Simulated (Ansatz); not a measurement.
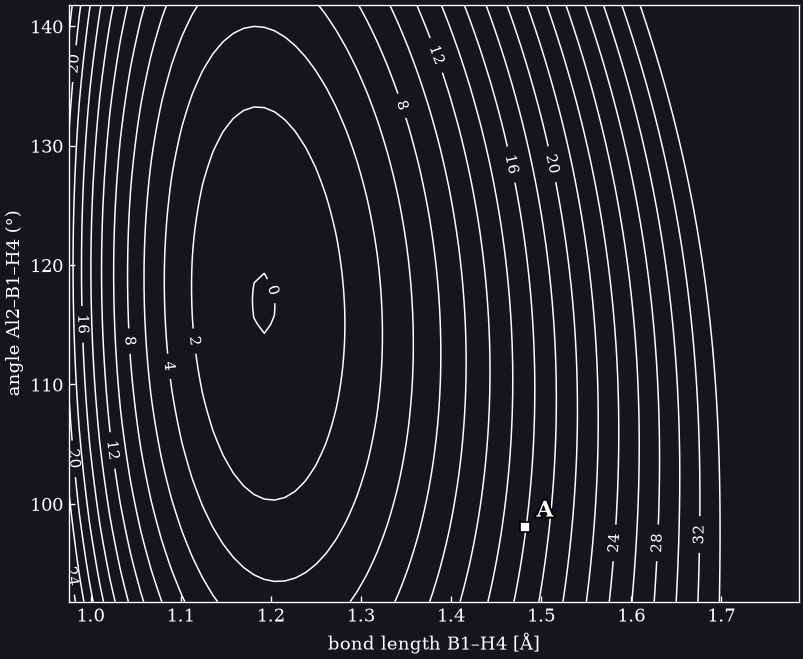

AlBClH2, SMILES [BH2][Al][Cl], spin multiplicity 2. First axis: bond length B1–H4. Second axis: angle Al2–B1–H4. Nothing is relaxed (all other coordinates rigid). The scan uses a 9 × 9 grid. All energies are given in kcal/mol relative to the lowest grid point. The calculation used Ansatz 0.2.0, UHF-MP2, frozen core/def2-TZVP.

In the figure: contour lines labelled in kcal/mol (none above 34), the point A. Between grid points the surface is interpolated.

### Is A at rest? If not, where is it pushed?

A, at bond length B1–H4 = 1.482 Å, angle Al2–B1–H4 = 98.1°, is not a stationary point. The computed force is 76 kcal/mol for each Å towards smaller values of bond length B1–H4 and 0.13 kcal/mol for each degree towards larger values of angle Al2–B1–H4.
